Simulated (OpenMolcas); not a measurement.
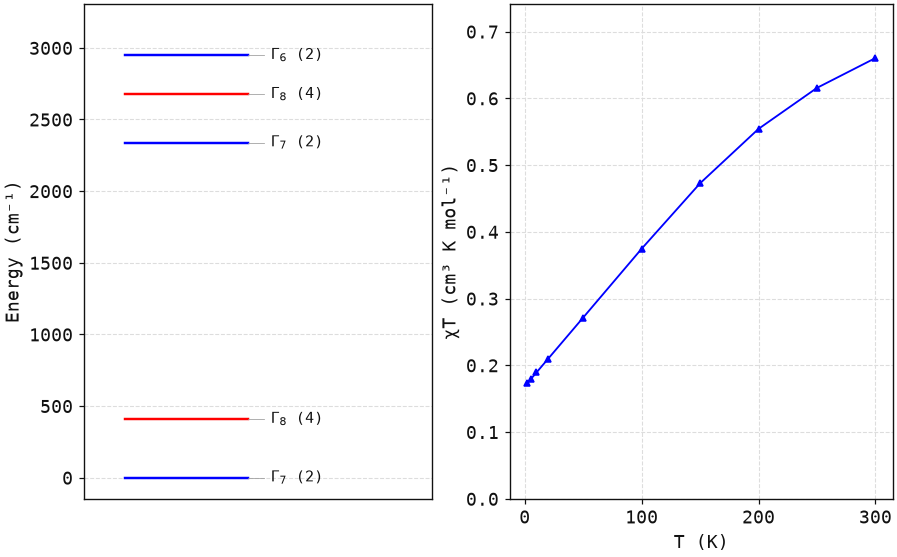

Levels of a 4f ion of charge +3 as a dopant in Cs₂NaYBr₆, a cluster with its 6 nearest Br⁻ at 2.920 Å (octahedron) embedded in model potentials and point charges; the geometry was set, not optimised. Labels give the representation in O, Td, D4 or D3 as the site allows (double group for half-integer spin) where it could be assigned and, in brackets, the degeneracy; spin-free states, where drawn, share the zero of the spin-orbit levels. Computed with OpenMolcas: state-averaged CASSCF, the open shell active, basis ANO-RCC-VDZP on all atoms, DKH2 scalar Hamiltonian, spin-orbit coupling by RASSI with atomic mean-field integrals. Powder susceptibility by Van Vleck's formula.

> Which ion is the dopant?

Ce³⁺ (4f). The ground level is Γ₇, a Kramers doublet, 100 % from states of spin multiplicity 2, effective J = 2.52, with |mJ| = 3/2 the largest share (83 %). Its principal g values are 1.34, 1.34 and 1.34, isotropic. The next level lies at 409 cm⁻¹ (Γ₈). The lowest J multiplet spreads over 409 cm⁻¹. χT is 0.173 cm³ K mol⁻¹ at 2 K and 0.660 at 300 K, an effective moment of 2.30 μB. The active orbitals hold 99 to 100 % metal character (Löwdin), and the Mulliken charge of the metal is +1.59.

Limits of the model: covalent bonds, ligand orbitals missing from the active space; the geometry is set by hand, with no relaxation and no charge compensation.
